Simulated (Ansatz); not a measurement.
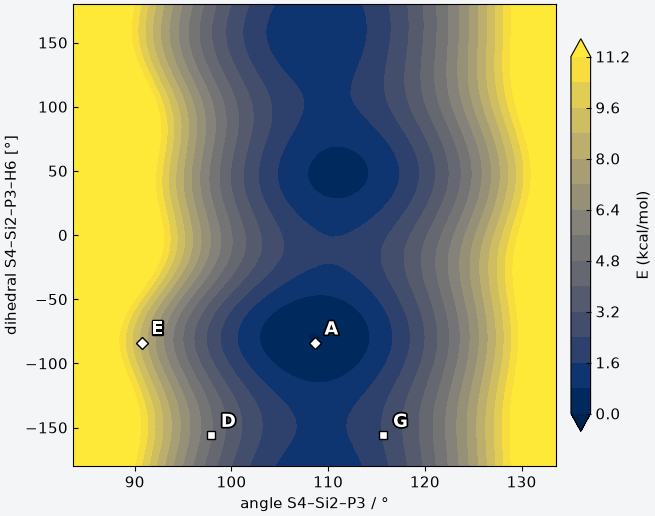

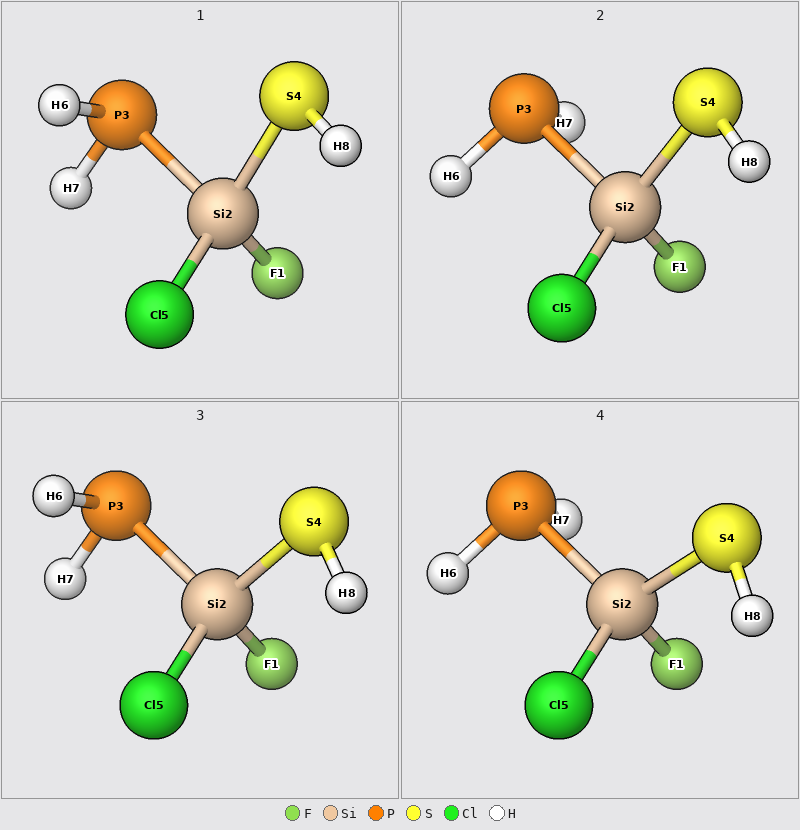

ClFH₃PSSi, SMILES F[Si](P)(S)Cl. The first coordinate is: angle S4–Si2–P3; the second: dihedral S4–Si2–P3–H6. Nothing is relaxed (all other coordinates rigid). Grid: 15 × 15 points. Points are written as (first, second). Energies: kcal/mol, counted from the lowest grid point. All numbers below come from Ansatz 0.2.0, RHF/def2-SVP.

Drawn: filled contours, one colour for all values above the top of the scale, lettered points. Between grid points the surface is interpolated. The numbered pictures are the structures at these points, in random order.

Question: Which structure belongs to which point?

Answer: A is structure 3: (108.6°, −84°), 0.0 kcal/mol; D is structure 2: (97.9°, −156°), 4.8 kcal/mol; E is structure 1: (90.7°, −84°), 8.6 kcal/mol; G is structure 4: (115.7°, −156°), 2.4 kcal/mol.
